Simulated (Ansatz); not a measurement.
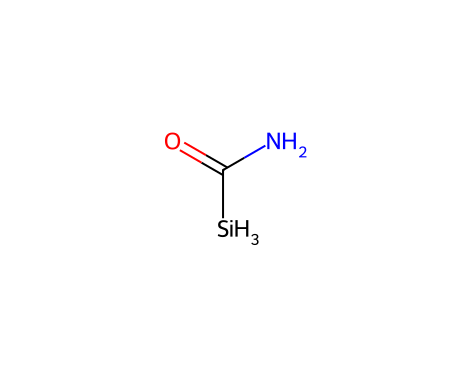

(Drawn from a calculation with Ansatz.)

Question: Give its SMILES.

Answer: NC(=O)[SiH3]

Question: Give the formula, hydrogens included.

Answer: CH5NOSi.

Question: An optimisation with PBE-D4/def2-SVP gave a structure of which point group?

Answer: Cs.
